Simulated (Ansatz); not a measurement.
**Co: pressure series**

Consider Co in the hcp (Mg type) structure (space group P6_3/mmc, No. 194; a = 2.457 Å, c = 3.968 Å; ferromagnetic).

Cell and atoms are relaxed at each pressure.

Method: plane-wave PAW DFT at the PBEsol level (Ansatz, a quantum-chemistry and plane-wave program, 420 eV), no spin-orbit coupling, earlier PAW set.

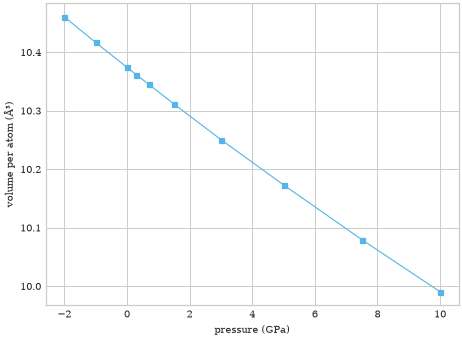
Fig. 1. Volume per atom against pressure

**Question.** From the plot, what is the volume per atom for pressure 0.3 GPa?

**Answer.** About 10.36 Å³.

**Question.** Is the trend monotonic over the range shown?

**Answer.** Yes, it falls throughout, spanning 9.99 Å³ to 10.46 Å³.

Other magnetic orders, which the real material may have, were not ruled out. Load acts through the strain it causes; cell and atoms are relaxed under it. Whether these cells are dynamically stable was not tested. Competing high-pressure phases were not computed.
